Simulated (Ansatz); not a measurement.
**Profile along the O–Cd line in CdO (rock salt)**

CdO (rock salt)

```cif
data_CdO
_chemical_formula_sum 'O1 Cd1'
_space_group_name_H-M_alt 'P 1'
_space_group_IT_number 1
_cell_length_a 3.37119
_cell_length_b 3.37119
_cell_length_c 3.37119
_cell_angle_alpha 60.000
_cell_angle_beta 60.000
_cell_angle_gamma 60.000
loop_
_space_group_symop_operation_xyz
  'x, y, z'
loop_
_atom_site_label
_atom_site_type_symbol
_atom_site_fract_x
_atom_site_fract_y
_atom_site_fract_z
_atom_site_occupancy
O1 O 0.00000 0.00000 0.00000 1
Cd1 Cd 0.50000 0.50000 0.50000 1
```

Fields along a shortest O–Cd line of a {110} plane (2.38 Å), from O to Cd, interpolated on the slice's grid (step about 0.2 Å). Level of theory: PBE (plane waves to 420 eV, PAW, scalar-relativistic; Ansatz, an electronic-structure program). k mesh 12×12×12. Near the nuclei the fields are pseudised (PAW); where an atom keeps semicore shells as valence, they peak there. CdO was relaxed with its symmetry unable to fall.

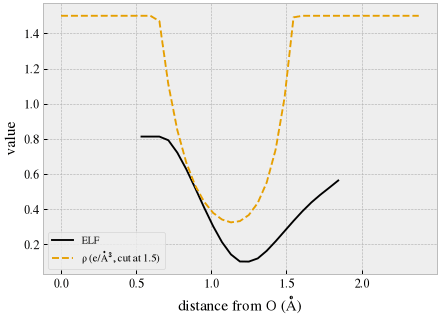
Figure: ELF (away from the nuclei) and valence density from O to Cd.

Density on the O–Cd line (2.38 Å) at its density minimum, 1.1 Å from O: 0.33 e/Å³. ELF at that point: 0.1.
